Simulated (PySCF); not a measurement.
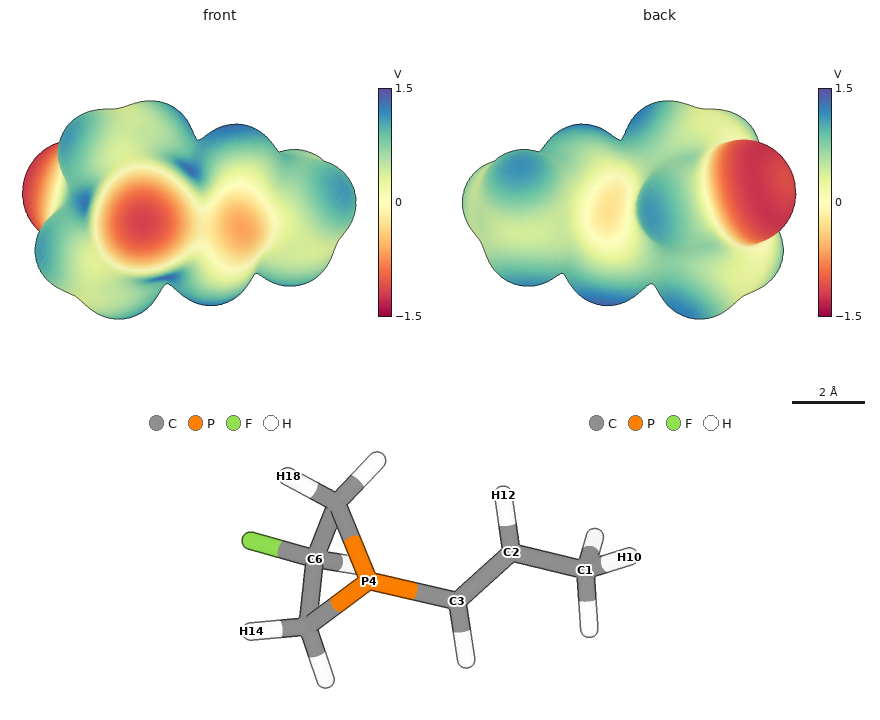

The picture shows: C6H10FP (SMILES C/C=C/P1CC(F)C1). The molecular electrostatic potential painted on the density surface at 0.004 e/bohr³, seen from the front and from behind; red is negative and blue positive. The bare structure is drawn below in the same view.

Geometry: GFN2-xTB.

The calculation used PBE0/pcSseg-1, SCF density, gas phase, non-relativistic in PySCF.

```xyz
18

C     2.8519    0.6950    0.7414
C     1.4253    0.3414    0.9887
C     0.7895   -0.6692    0.4100
P    -0.9264   -1.1618    0.7769
C    -1.5067   -1.3275   -1.0064
C    -1.6762    0.1854   -1.1045
F    -2.7714    0.5863   -1.8404
C    -1.7890    0.4675    0.3902
H     3.3078    0.0108    0.0299
H     3.4114    0.6580    1.6759
H     2.9277    1.7114    0.3542
H     0.9004    0.9834    1.6855
H     1.3237   -1.3422   -0.2522
H    -2.4745   -1.8279   -1.0449
H    -0.8292   -1.7906   -1.7212
H    -0.8090    0.6762   -1.5585
H    -1.3346    1.3877    0.7502
H    -2.8294    0.4223    0.7134
```

**Where is the surface potential most negative and most positive?**

The most negative region (about −1.2 V) lies over F7, the most positive (about +1.3 V) over P4, H12 and H13.
